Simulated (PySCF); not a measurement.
# C6H5FSi: what the fields show

Input file:

```
{"job": {"kind": "uv", "xc": "wB97X-D", "basis": "def2-SVPD", "nstates": 8, "ntriplets": 3}, "charge": 0, "multiplicity": 1}
C     -2.719879    -1.468931    -0.584795
C     -1.531374    -1.297199    -0.514948
C     -0.137355    -1.154822    -0.456057
C      0.494671    -0.049681    -0.010450
C      1.902915    -0.023631     0.016991
C      3.103313     0.031075     0.057417
Si    -0.384061     1.499232     0.624949
F      0.444342     2.764992     0.067392
H     -3.758222    -1.605724    -0.644717
H      0.432159    -2.011728    -0.801460
H      4.151030     0.072597     0.084557
H     -1.718355     1.638856     0.068935
H     -0.283573     1.605451     2.074459
```

Run with:

```sh
OMP_NUM_THREADS=1 python probes_run.py task.json out
```

Geometry: GFN2-xTB.

Method: wB97X-D/def2-SVPD, SCF density, gas phase in PySCF 2.14.0.

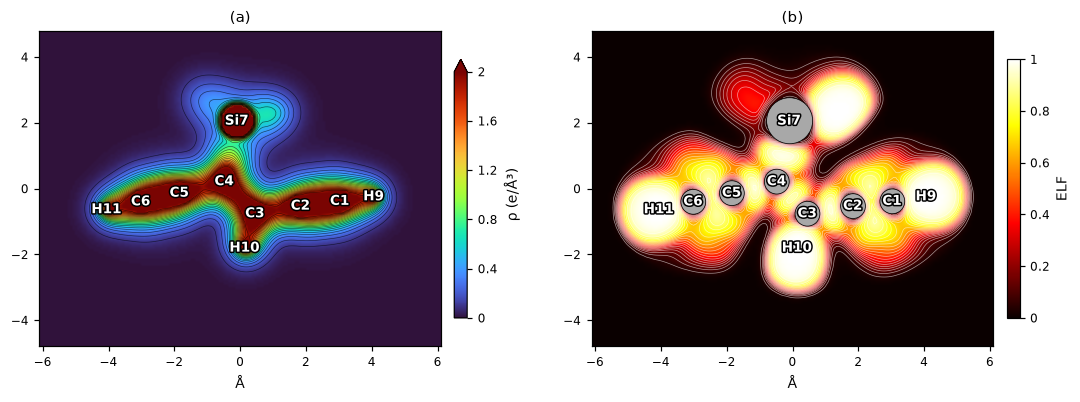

Figure 1. (a) electron density; (b) ELF on the plane of atoms C3, C4 and Si7. Grey discs cover the atomic cores in the ELF map.

What does the map show?

Answer. The section cuts through C, Si and H sites. C–C (1.20 Å): ρ is about 2.7 e/Å³ halfway; the ELF peaks at about 0.90 between the atoms; a multiple bond. C–Si (1.89 Å): the density is about 0.95 e/Å³ at the midpoint; the ELF peaks at about 1 between the atoms (a covalent bond). C–H (1.05 Å): ρ at the midpoint is about 2.1 e/Å³; the ELF climbs to about 1 towards the hydrogen, as it does in any bond to H (an ordinary covalent bond to hydrogen). C–C (1.35 Å): the density is about 2.2 e/Å³ at the midpoint; the ELF peaks at about 0.95 between the atoms, as expected for localised, covalent bonding.

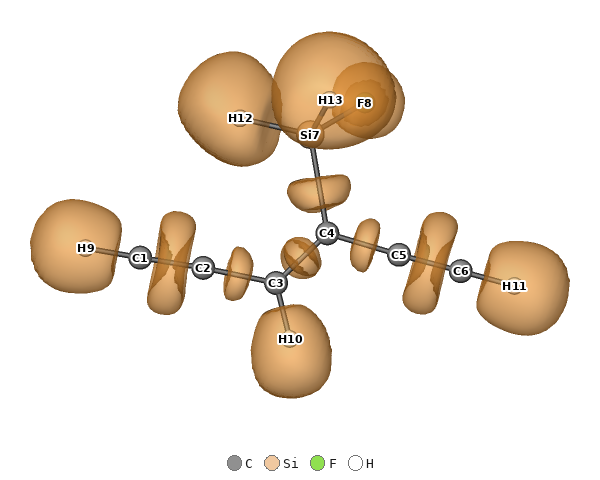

Figure 2. Isosurface of the ELF at 0.8 (orange), seen across its widest extent. Core shells and regions of very low density are left out.

What do the ELF domains correspond to?

Answer. At this value the surface marks out five regions between bonded C–C atoms (shared pairs), one region between bonded C–Si atoms (shared pairs), five regions around hydrogen nuclei and one region wrapped around F (its lone pairs, merged into a ring or cap). Profiles from the grid: Si–F (1.61 Å): the ELF peaks at about 0.85 in the valence shell of F, 0.6 Å from its nucleus, and is about 0.50 at the midpoint.

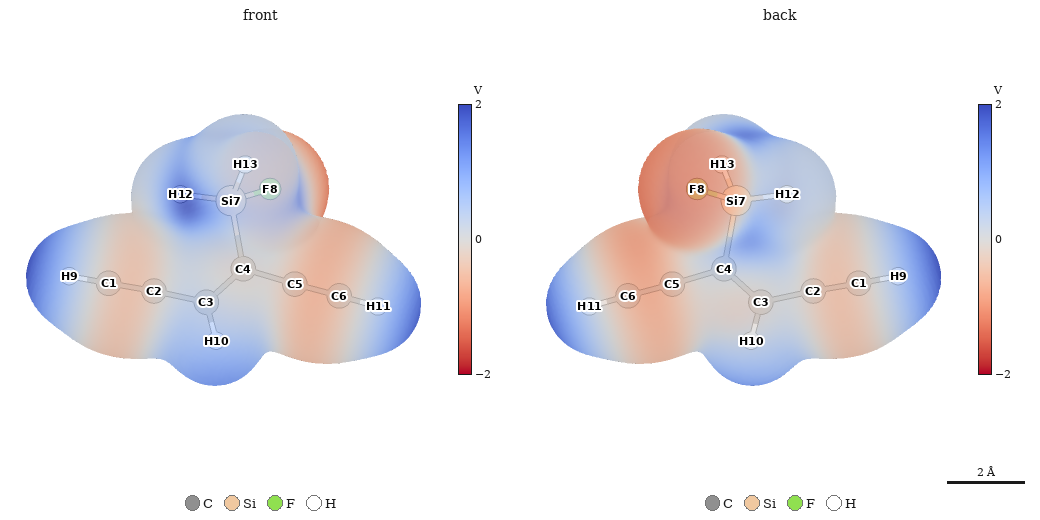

Figure 3. The electrostatic potential painted on the density surface at 0.002 e/bohr³, seen from the front and from behind; the colour scale runs from red (negative) to blue (positive).

Which sites attract a positive test charge, and which a negative one?

Answer. A positive charge is drawn to the negative regions and a negative charge to the positive ones. The most negative region (about −1.2 V) lies over F8, the most positive (about +1.8 V) over Si7 and H9.
